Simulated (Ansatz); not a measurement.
## Electronic structure of C$_{6}$H$_{21}$Ge$_{3}$N$_{3}$ (cyclo-(Me2GeNH)3) in real space

Input

```
crystal:
  periodic: [false, false, false]
  atoms:
    - {symbol: Ge, position_ang: [0.362599, -0.137765, -1.830227]}
    - {symbol: C, position_ang: [-0.257709, -1.382533, -3.217426]}
    - {symbol: C, position_ang: [1.902413, 0.920478, -2.461695]}
    - {symbol: N, position_ang: [-0.985774, 1.021762, -1.286839]}
    - {symbol: Ge, position_ang: [-1.608823, 0.913703, 0.471689]}
    - {symbol: C, position_ang: [-2.582801, 2.572515, 0.864774]}
    - {symbol: C, position_ang: [-2.702536, -0.702607, 0.625900]}
    - {symbol: N, position_ang: [-0.210567, 0.749857, 1.702028]}
    - {symbol: Ge, position_ang: [1.074681, -0.556153, 1.395461]}
    - {symbol: C, position_ang: [2.858469, 0.250992, 1.622940]}
    - {symbol: C, position_ang: [0.831908, -2.107001, 2.574455]}
    - {symbol: N, position_ang: [0.741235, -1.160953, -0.329516]}
    - {symbol: H, position_ang: [-1.131894, -1.951770, -2.845602]}
    - {symbol: H, position_ang: [-0.564941, -0.821867, -4.122201]}
    - {symbol: H, position_ang: [0.543117, -2.094524, -3.501721]}
    - {symbol: H, position_ang: [2.715254, 0.251334, -2.807096]}
    - {symbol: H, position_ang: [2.293302, 1.555436, -1.642293]}
    - {symbol: H, position_ang: [1.608636, 1.576856, -3.306026]}
    - {symbol: H, position_ang: [-0.865084, 1.984673, -1.620400]}
    - {symbol: H, position_ang: [-1.910489, 3.451065, 0.796121]}
    - {symbol: H, position_ang: [-3.006210, 2.534800, 1.887498]}
    - {symbol: H, position_ang: [-3.411668, 2.709383, 0.142712]}
    - {symbol: H, position_ang: [-3.085999, -0.817395, 1.658469]}
    - {symbol: H, position_ang: [-3.553036, -0.666774, -0.082206]}
    - {symbol: H, position_ang: [-2.069619, -1.576909, 0.378045]}
    - {symbol: H, position_ang: [0.181017, 1.650344, 2.000081]}
    - {symbol: H, position_ang: [3.648219, -0.507558, 1.453621]}
    - {symbol: H, position_ang: [2.976976, 0.654543, 2.649064]}
    - {symbol: H, position_ang: [3.005134, 1.076304, 0.898640]}
    - {symbol: H, position_ang: [-0.206439, -2.481681, 2.485979]}
    - {symbol: H, position_ang: [1.532332, -2.923702, 2.307234]}
    - {symbol: H, position_ang: [1.013277, -1.819993, 3.628779]}
    - {symbol: H, position_ang: [0.865031, -2.164871, -0.490272]}
basis:
  gaussian: {orbitals: def2-SVP, initial_orbitals: start.molden}
hamiltonian: {xc: pbe0, dispersion: d4}
scf: {omitted_lower_state_checks: [starts]}
output: {orbitals: {seedname: orbitals}}
```

Run with:

```sh
ansatz run in.yaml --threads 4 --pin off --events-out ev --progress --plain --max-ram 6963MiB
```

Geometry: PBE-D4/def2-SVP.

The calculation used RKS PBE0-D4/def2-SVP (Ansatz 0.2.0).

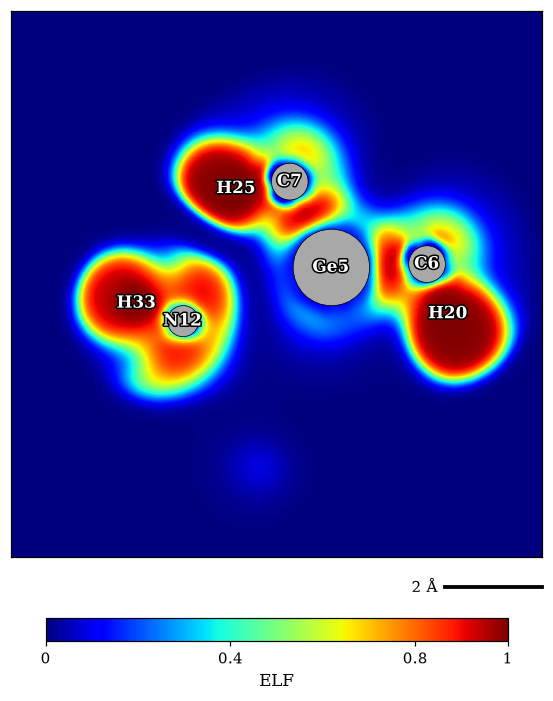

Figure 1. Electron localisation function on the plane of atoms C6, Ge5 and C7. Grey discs cover the atomic cores.

**Interpret the plot.**

- The plane passes through Ge, C, N and H nuclei.
- C–Ge (1.96 Å): the ELF peaks at about 0.95 in the valence shell of C, 0.7 Å from its nucleus, and is about 0.70 at the midpoint.
- N–H (1.02 Å): the ELF climbs to about 1 towards the hydrogen, as it does in any bond to H (a covalent bond by its length).
- C–H (1.11 Å): the ELF climbs to about 1 towards the hydrogen (a covalent bond by its length).
- The ELF also peaks beside N12, away from the bonds: lone-pair regions.

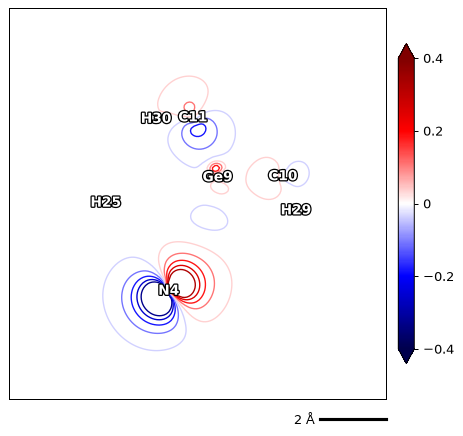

Figure 2. The HOMO on the plane of atoms Ge9, C10 and H29 (values in Å⁻³ᐟ²; the overall sign is arbitrary).

**Describe this orbital and give its energy.**

By Hirshfeld shares it lies mainly on N4 (about 35 %) and N8 (about 30 %). Its energy is −6.09 eV.
